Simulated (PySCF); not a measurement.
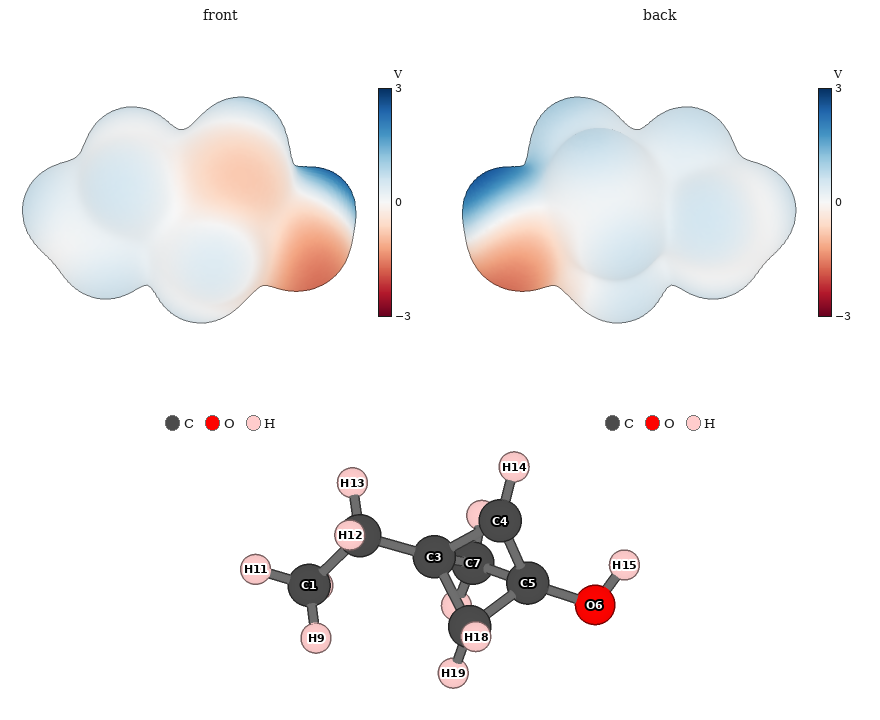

The picture shows: C7H11O (doublet). The electrostatic potential painted on the density surface at 0.002 e/bohr³, seen from the front and from behind; red is negative and blue positive. The bare structure is drawn below in the same view.

Geometry: GFN2-xTB.

Theory: UKS B3LYP, pcH-1 on C H O, non-relativistic, mean-field spin-orbit, GIAO in PySCF 2.14.0, density-fitted response routines.

```json
{"atom": "C", "x (Å)": "-2.3407", "y (Å)": "-0.4525", "z (Å)": "-0.5142"}
{"atom": "C", "x (Å)": "-1.5456", "y (Å)": "0.2812", "z (Å)": "0.5609"}
{"atom": "C", "x (Å)": "-0.0656", "y (Å)": "0.1523", "z (Å)": "0.3470"}
{"atom": "C", "x (Å)": "1.0615", "y (Å)": "0.7500", "z (Å)": "1.1715"}
{"atom": "C", "x (Å)": "1.7898", "y (Å)": "-0.0124", "z (Å)": "0.0918"}
{"atom": "O", "x (Å)": "3.1355", "y (Å)": "-0.1794", "z (Å)": "-0.1209"}
{"atom": "C", "x (Å)": "0.7494", "y (Å)": "0.6212", "z (Å)": "-0.8853"}
{"atom": "C", "x (Å)": "0.7727", "y (Å)": "-1.1524", "z (Å)": "0.2974"}
{"atom": "H", "x (Å)": "-2.0876", "y (Å)": "-1.5099", "z (Å)": "-0.5166"}
{"atom": "H", "x (Å)": "-2.1206", "y (Å)": "-0.0409", "z (Å)": "-1.4964"}
{"atom": "H", "x (Å)": "-3.4077", "y (Å)": "-0.3546", "z (Å)": "-0.3302"}
{"atom": "H", "x (Å)": "-1.7922", "y (Å)": "-0.1253", "z (Å)": "1.5446"}
{"atom": "H", "x (Å)": "-1.8113", "y (Å)": "1.3418", "z (Å)": "0.5611"}
{"atom": "H", "x (Å)": "1.1876", "y (Å)": "1.7913", "z (Å)": "1.4251"}
{"atom": "H", "x (Å)": "3.5915", "y (Å)": "0.6513", "z (Å)": "0.0542"}
{"atom": "H", "x (Å)": "0.8165", "y (Å)": "1.6933", "z (Å)": "-1.0602"}
{"atom": "H", "x (Å)": "0.5839", "y (Å)": "0.0755", "z (Å)": "-1.8138"}
{"atom": "H", "x (Å)": "0.8610", "y (Å)": "-1.7075", "z (Å)": "1.2266"}
{"atom": "H", "x (Å)": "0.6121", "y (Å)": "-1.8136", "z (Å)": "-0.5501"}
```

### Where is the surface potential most negative and most positive?

The most negative region (about −1.6 V, or −37 kcal/mol for a unit charge) lies over O6, the most positive (about +2.4 V, or +55 kcal/mol for a unit charge) over H15. O6 is the likeliest acceptor of a hydrogen bond.
